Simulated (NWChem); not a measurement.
# SeO2 (selenium dioxide) at 6 levels

We compute a comparison of 6 runs (HF/STO-3G, HF/6-311G**, B3LYP/6-31G*, PBE0/def2-SVPD, CCSD(T)/STO-3G, CCSD(T)/def2-TZVPP) of SeO2 (selenium dioxide). 

Program for the calculation: NWChem 7.3.0.

## Step 1: Starting point

SeO2: 3 atoms, total charge 0, spin state singlet. As SMILES, `O=[Se]=O`. Geometry: relaxed at PBE0-D4/def2-TZVP.

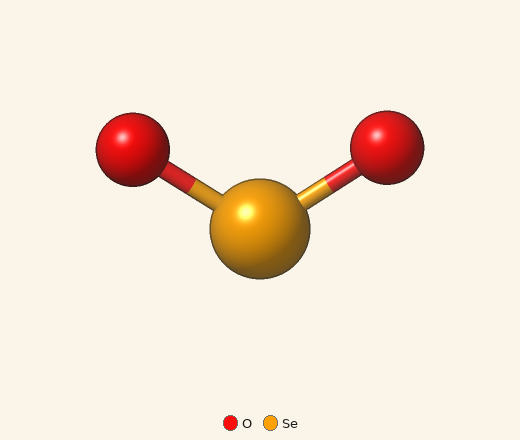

Viewed from a chosen angle; oxygen red, selenium orange.

## Step 2: Energy and forces at HF/STO-3G (run 1)

calc.nw reads:

```
echo
start calc
memory total 2200 mb

geometry units angstrom noautosym nocenter noautoz
  O      0.450000    -1.291360     0.094840
  Se    -0.515880    -0.067700    -0.261270
  O      0.065880     1.359070     0.166440
end

basis spherical bse
  * library STO-3G
end

scf
  thresh 1e-08
  maxiter 80
end

task scf gradient
```

Started as:

```console
$ nwchem calc.nw > calc.out
```

Log:

```text
[...]
  functions       =    28
[...]
  wavefunction    = RHF
[...]
         Total SCF energy =  -2520.982110652044
      One-electron energy =  -3910.060261744833
      Two-electron energy =   1196.413334097911
 Nuclear repulsion energy =    192.664816994879
        Time for solution =      0.9s
[...]
                         RHF ENERGY GRADIENTS
    atom               coordinates                        gradient
                 x          y          z           x          y          z
   1 O       0.850377  -2.440317   0.179222   -0.053531   0.042391  -0.022242
   2 Se     -0.974872  -0.127934  -0.493729    0.093009   0.012215   0.047106
   3 O       0.124495   2.568270   0.314526   -0.039478  -0.054605  -0.024865
[...]
```

It took 1.6 s on 1 thread of AMD EPYC 9R45 (Zen 5), shared host; peak memory 0.099 GiB.

## Step 3: Energy and forces at HF/6-311G(d,p) (run 2)

mol.xyz reads:

```xyz
3
selenium dioxide
O      0.450000    -1.291360     0.094840
Se    -0.515880    -0.067700    -0.261270
O      0.065880     1.359070     0.166440
```

run.py reads:

```python
from ase.io import read
from ase.calculators.nwchem import NWChem

mol = read('mol.xyz')

calc = NWChem(
    label='mol',
    theory='scf',
    memory='2200 mb',
    basis='6-311G**',
    basispar='spherical bse',
    scf={'nopen': '0', 'rhf': None, 'thresh': '1e-08', 'maxiter': '80'},
)
mol.calc = calc

forces = mol.get_forces()
e = mol.get_potential_energy()
print(f"E = {e:.6f} eV")
print("forces (eV/A):")
for s, f in zip(mol.symbols, forces):
    print(f"{s:2s} {f[0]:10.5f} {f[1]:10.5f} {f[2]:10.5f}")
print("dipole (e A):", mol.get_dipole_moment().round(4))
```

Started as:

```console
$ export ASE_NWCHEM_COMMAND="nwchem PREFIX.nwi > PREFIX.nwo"
$ python run.py
```

Log:

```text
E = -69373.536597 eV
forces (eV/A):
O    -1.32582    1.54724   -0.50188
Se    2.16194    0.28339    1.09488
O    -0.83607   -1.83057   -0.59300
dipole (e A): [-0.6407 -0.0841 -0.3245]
```

The calculator wrote mol.nwi:

```
title "mol"

permanent_dir mol

scratch_dir mol

start mol

geometry units angstrom nocenter noautosym noautoz
  O  4.5000000000000001e-01 -1.2913600000000001e+00 9.4839999999999994e-02
  Se -5.1588000000000001e-01 -6.7699999999999996e-02 -2.6127000000000000e-01
  O  6.5879999999999994e-02 1.3590700000000000e+00 1.6644000000000000e-01
end

memory 2200 mb

basis spherical bse noprint
   * library 6-311G**
end

scf
  nopen 0
  rhf
  thresh 1e-08
  maxiter 80
end

task scf gradient
```

mol.nwo:

```text
Northwest Computational Chemistry Package (NWChem) 7.3.0
             --------------------------------------------------------

           Job information
           ---------------

    nwchem branch   = 7.3.0
    use scalapack   = T
    input           = mol.nwi
    prefix          = mol.
    data base       = mol/mol.db
    status          = startup
    nproc           =        1

           Memory information
           ------------------

    heap     =     72089600 doubles =      550.0 Mbytes
    stack    =     72089597 doubles =      550.0 Mbytes
    global   =    144179200 doubles =     1100.0 Mbytes (distinct from heap & stack)
    total    =    288358397 doubles =     2200.0 Mbytes
    verify   = yes
    hardfail = no

           Directory information
           ---------------------

  0 permanent = mol
  0 scratch   = mol

                                NWChem Input Module
                                -------------------

                                        mol
                                        ---

[... 102 lines left out ...]
 Convergence threshold     :          1.000E-08
[... 12 lines left out ...]
       Final RHF  results
[... 3 lines left out ...]
      One-electron energy =  -3930.786817073595
[... 1 line left out ...]
 Nuclear repulsion energy =    192.664816994879
[... 43 lines left out ...]
                       ROHF Final Molecular Orbital Analysis
[... 191 lines left out ...]
     L   x y z        total         open         nuclear
     -   - - -        -----         ----         -------
     0   0 0 0     -0.000000      0.000000     50.000000

     1   1 0 0     -1.210731      0.000000    -25.346668
[... 8 lines of this table left out ...]
     2   0 0 2    -18.999983      0.000000      9.336489

                              NWChem Gradients Module
                              -----------------------

                                        mol

  wavefunction    =   RHF

                         RHF ENERGY GRADIENTS

    atom               coordinates                        gradient
                 x          y          z           x          y          z
   1 O       0.850377  -2.440317   0.179222    0.025783  -0.030089   0.009760
   2 Se     -0.974872  -0.127934  -0.493729   -0.042043  -0.005511  -0.021292
   3 O       0.124495   2.568270   0.314526    0.016259   0.035599   0.011532

                 ----------------------------------------
                 |  Time  |  1-e(secs)   |  2-e(secs)   |
                 ----------------------------------------
                 |  CPU   |       0.00   |       1.25   |
                 ----------------------------------------
                 |  WALL  |       0.00   |       1.25   |
                 ----------------------------------------

 Task  times  cpu:        6.4s     wall:        6.4s
 Total times  cpu:        6.4s     wall:        6.4s
```

Run time: 7.5 s. Hardware: 1 thread of AMD EPYC 9R45 (Zen 5), shared host; peak memory 0.1 GiB.

## Step 4: Energy and gradient at B3LYP/6-31G(d) (Cartesian functions) (run 3)

o2se.nw reads:

```
start o2se
title "O2Se gradient"
memory total 2200 mb
charge 0
geometry noautosym nocenter noautoz
 O        0.450000      -1.291360       0.094840
 Se      -0.515880      -0.067700      -0.261270
 O        0.065880       1.359070       0.166440
end
basis "ao basis"
 * library 6-31G*
end
dft
 xc b3lyp
 grid xfine
 convergence energy 1e-08
 iterations 100
 mulliken
 print low
end
task dft gradient
```

Started as:

```console
$ nwchem o2se.nw > o2se.out
```

Log:

```text
[...]
 d= 0,ls=0.0,diis     1  -2551.4815774428 -2.74D+03  4.19D-02  2.37D+00     0.9
[...]
 d= 0,ls=0.0,diis    11  -2551.6548628268 -1.10D-09  2.57D-07  3.62D-10     6.8
         Total DFT energy =    -2551.654862826822
      One electron energy =    -3930.583803135489
           Coulomb energy =     1290.542412159036
    Exchange-Corr. energy =     -104.278288845248
 Nuclear repulsion energy =      192.664816994879
[...]
      Total Density - Mulliken Population Analysis
     ---------------------------------------------
    Atom       Charge   Shell Charges
 -----------   ------   -------------------------------------------------------
    1 O    8     8.43   1.99  0.95  2.79  0.96  1.71  0.03
    2 Se  34    33.14   2.00  1.99  6.00  1.93  5.98  1.64  2.58  0.32  0.37  7.02  2.96  0.37
    3 O    8     8.43   1.99  0.95  2.79  0.96  1.71  0.03
[...]
                         DFT ENERGY GRADIENTS
    atom               coordinates                        gradient
                 x          y          z           x          y          z
   1 O       0.850377  -2.440317   0.179222   -0.012074   0.019675  -0.004020
   2 Se     -0.974872  -0.127934  -0.493729    0.018103   0.002384   0.009169
   3 O       0.124495   2.568270   0.314526   -0.006030  -0.022059  -0.005150
 Task  times  cpu:        8.5s     wall:        8.5s
 Total times  cpu:        8.5s     wall:        8.5s
```

It took 9.3 s on 1 thread of AMD EPYC 9R45 (Zen 5), shared host; peak memory 0.12 GiB.

Runs 4 to 5 aren't shown in full; the table further down has their settings and results.

## Step 5: A single-point energy at CCSD(T)/def2-TZVPP (run 6)

struct.nw reads:

```
start struct
title "selenium dioxide"
memory total 2200 mb
charge 0
geometry units angstroms noautosym nocenter noautoz
  O     0.450000   -1.291360    0.094840
  Se   -0.515880   -0.067700   -0.261270
  O     0.065880    1.359070    0.166440
end
basis spherical bse
  * library def2-TZVPP
end
scf
  thresh 1e-08
  maxiter 80
end
ccsd
  freeze core 11
  maxiter 60
end
task ccsd(t) energy
```

Started as:

```console
$ nwchem struct.nw > struct.out
```

Log:

```text
[...]
  functions       =   110
[...]
  wavefunction    = RHF
[...]
         Total SCF energy =  -2549.530064260528
      One-electron energy =  -3931.237877060489
      Two-electron energy =   1189.042995805082
 Nuclear repulsion energy =    192.664816994879
        Time for solution =     26.1s
[...]
 Total MP2 energy:          -2550.305770203918655
[...]
             energy      energy      error      ampl     ampl      Block
                                                time     time      time
[...]
 Total CCSD energy:          -2550.280852531549044
[...]
 Total CCSD+T(CCSD) energy:          -2550.325836634172902
[...]
 Total CCSD(T) energy:               -2550.321468200437266
[...]
```

Wall time 3.6 min (1 thread of AMD EPYC 9R45 (Zen 5), shared host); peak memory 0.45 GiB.

## Step 6: Overview of the runs

| run | level | Cartesian functions | iteration cap | energy (Eh) | largest force (eV/Å) | wall time |
| --- | --- | --- | --- | --- | --- | --- |
| 1 | HF/STO-3G | no | 80 | -2520.982111 | 5.398 | 1.6 s |
| 2 | HF/6-311G** | no | 80 | -2549.430468 | 2.440 | 7.5 s |
| 3 | B3LYP/6-31G* (Cartesian functions) | yes | 100 | -2551.654863 | 1.205 | 9.3 s |
| 4 | PBE0/def2-SVPD | no | 100 | -2551.083518 | 0.511 | 12 s |
| 5 | CCSD(T)/STO-3G | no | 80 | -2521.224274 | – | 3.6 s |
| 6 | CCSD(T)/def2-TZVPP | no | 80 | -2550.321468 | – | 3.6 min |

## Step 7: Outcome

| quantity | value |
| --- | --- |
| run 6: total energy | -2550.32147 Eh |
| run 6: HOMO energy (Hartree–Fock orbitals) | -12.98 eV |
| run 6: LUMO energy (Hartree–Fock orbitals) | -0.77 eV |
| run 6: HOMO–LUMO gap (Hartree–Fock orbitals) | 12.21 eV |
| run 6: correlation energy (11 core orbitals frozen) | -791.4 mEh |
| run 6: (T) correction | -40.62 mEh |

**Reading.** Over runs 1, 2, 4 the dipole moment (its size) runs from 1.80 D (HF/STO-3G) to 3.47 D (HF/6-311G**). Totals of different functionals can't be ranked against each other. In runs 1, 5 the basis is minimal, so the values are rough. All runs together took 4.1 min, the longest 3.6 min.
